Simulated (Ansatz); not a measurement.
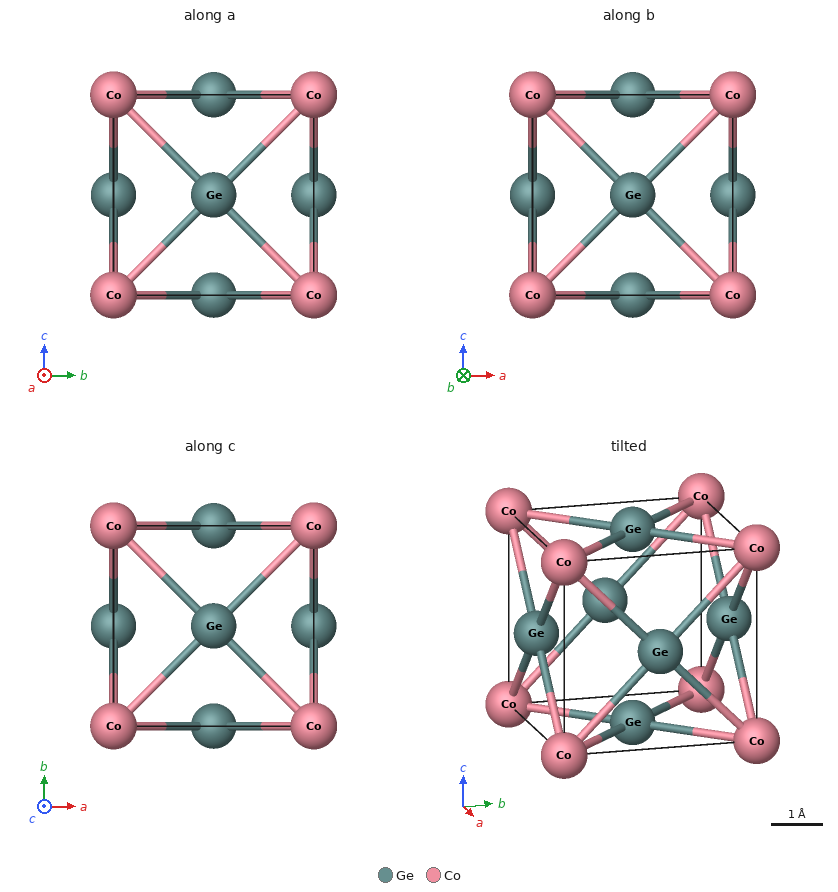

The image is a ball-and-stick drawing of a crystal, viewed along the a axis, along the b axis, along the c axis and slightly off an axis. Lines trace the edges of the conventional unit cell.

Lattice parameters: a = 3.9922 Å, b = 3.9922 Å, c = 3.9922 Å, α = 90.000°, β = 90.000°, γ = 90.000°.

### Set out the cell and atoms as a CIF in P1 with every atom of the cell.

```cif
data_structure
_symmetry_space_group_name_H-M 'P 1'
_symmetry_Int_Tables_number 1
_cell_length_a 3.9922
_cell_length_b 3.9922
_cell_length_c 3.9922
_cell_angle_alpha 90.000
_cell_angle_beta 90.000
_cell_angle_gamma 90.000
_cell_volume 63.63
loop_
_atom_site_label
_atom_site_type_symbol
_atom_site_fract_x
_atom_site_fract_y
_atom_site_fract_z
_atom_site_occupancy
Ge1 Ge 0.0000 0.5000 0.5000 1
Ge2 Ge 0.5000 0.0000 0.5000 1
Ge3 Ge 0.5000 0.5000 0.0000 1
Co1 Co 0.0000 0.0000 0.0000 1
```

The structure was taken from a structure type filled with these elements by a generator (whether the compound takes this form wasn't checked). Earlier steps of the study may have refined or changed the cell and positions. Ansatz was used for an electronic-structure calculation on it.
